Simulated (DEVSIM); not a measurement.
Device: abrupt GaAs p-n junction, at 300 K.

| layer (left to right) | material | thickness (μm) | Nd (cm⁻³) | Na (cm⁻³) | τn (s) | τp (s) |
|---|---|---|---|---|---|---|
| 1 | GaAs | 0.200 | - | 2.7e15 | 2.8e-9 | 2.8e-9 |
| 2 | GaAs | 0.310 | 5.1e15 | - | 2.8e-9 | 2.8e-9 |

Left contact: ohmic. Right contact: ohmic. Voltage is applied to the left contact. Recombination: SRH at mid-gap, radiative. Mobility is constant in doping.

Constants are typed, rounded textbook-type inputs, not results; the design itself was drawn at random and stands for no fabricated device. Values at 300 K.

```tsv
parameter	GaAs
gap (eV)	1.424
affinity (eV)	4.07
permittivity	12.9
Nc (cm⁻³)	4.7e17
Nv (cm⁻³)	9e18
μn (cm²/Vs)	8500
μp (cm²/Vs)	400
B (cm³/s)	2e-10
```

DEVSIM, 1D drift-diffusion, Boltzmann statistics, complete ionisation; no tunnelling, impact ionisation, image-force lowering or self-heating.

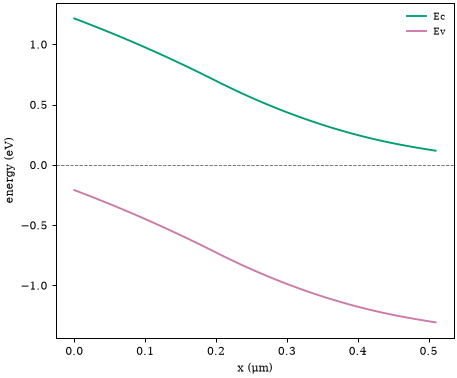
*Band edges at zero bias*

Energies count from the Fermi level of the right contact; mesh points crowd at the junctions.

```csv
x (μm),Ec (eV),Ev (eV),n (cm⁻³),p (cm⁻³),field (V/cm)
0.000,1.214,-0.210,< 1e2,2.7e15,-23000
0.01021,1.191,-0.233,< 1e2,1.1e15,-23000
0.02368,1.161,-0.263,< 1e2,3.4e14,-23000
0.04145,1.119,-0.305,< 1e2,6.8e13,-24000
0.07103,1.047,-0.377,< 1e2,4.3e12,-25000
0.1000,0.974,-0.450,< 1e2,2.5e11,-26000
0.1319,0.890,-0.534,530,9.5e9,-27000
0.1628,0.804,-0.620,15000,3.5e8,-28000
0.1796,0.756,-0.668,92000,5.5e7,-29000
0.1923,0.719,-0.705,390000,1.3e7,-29000
0.2010,0.694,-0.730,1000000,4800000,-30000
0.2146,0.654,-0.770,4800000,1000000,-29000
0.2303,0.610,-0.814,2.6e7,190000,-27000
0.2516,0.553,-0.871,2.4e8,21000,-26000
0.2925,0.453,-0.971,1.2e10,440,-23000
0.3364,0.359,-1.065,4.4e11,< 1e2,-20000
0.3840,0.272,-1.152,1.3e13,< 1e2,-16000
0.4251,0.210,-1.214,1.4e14,< 1e2,-14000
0.4608,0.166,-1.258,7.6e14,< 1e2,-11000
0.4815,0.144,-1.280,1.8e15,< 1e2,-10000
0.4967,0.129,-1.295,3.1e15,< 1e2,-9500
0.5100,0.117,-1.307,5.1e15,< 1e2,-9300
```
